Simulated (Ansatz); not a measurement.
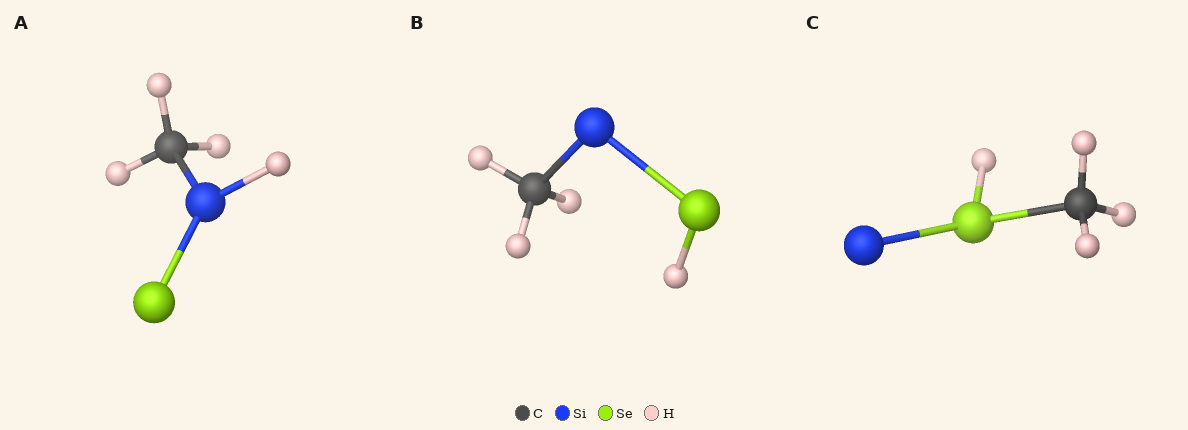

3 stationary structures of one formula. Geometries: PBE0-D4/def2-TZVP. Electronic energies: RHF-CCSD(T) (frozen core)/def2-TZVPP (Ansatz 0.2.0), without zero-point energy. No frequency run is at hand to confirm each as a minimum. Each is one conformer, not always the lowest.

Question: Which is lowest in energy, and by how much?

Answer: A is lowest (Cs); B lies 0.837 eV above it (Cs), C lies 3.877 eV above it (C1).
